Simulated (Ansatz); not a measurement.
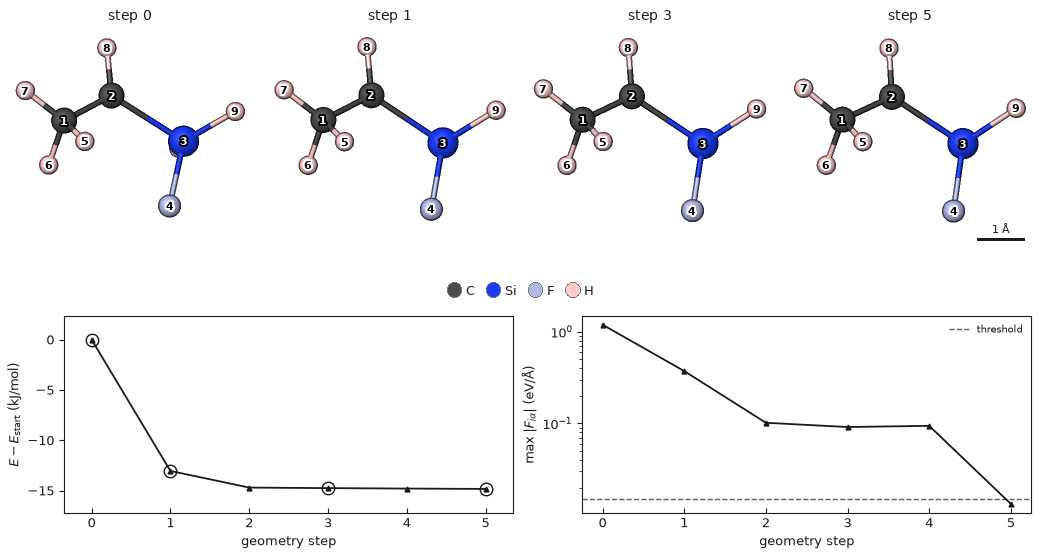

Frames of a relaxation of C₂H₆FSi (charge +1), marked on the history of the run. A ball-and-stick model, seen at a tilt.

The run prepares an end point of a later path (torsion) calculation, from a guessed geometry.

Level of theory: RKS PBE-D4/def2-SVP in Ansatz. (no spin polarisation; force threshold 0.015 eV/Å; at most 40 steps)

**Describe the path.**

The energy falls by 14.8 kJ/mol in 5 geometry steps. The largest force component goes from 1.2 to 0.013 eV/Å. The largest move after the best rigid fit is that of the F atom, 0.14 Å. By element the largest moves are F 0.14 Å, H 0.09 Å, Si 0.06 Å, C 0.04 Å. Some distances before and after: H–Si 1.450 → 1.500 Å, C–H 1.086 → 1.114 Å, C–H 1.107 → 1.131 Å, F–Si 1.597 → 1.620 Å. Among the angles between lasting bonds that change: H–Si–H 123.7° → 115.7°, C–Si–F 100.0° → 105.3°, F–Si–H 109.5° → 113.2°. From step 0 to 1: the F atom moves most (0.08 Å), energy −13.0 kJ/mol. From step 1 to 3: an H atom moves most (0.04 Å), energy −1.71 kJ/mol. From step 3 to 5: the F atom moves most (0.03 Å), energy −0.08 kJ/mol.
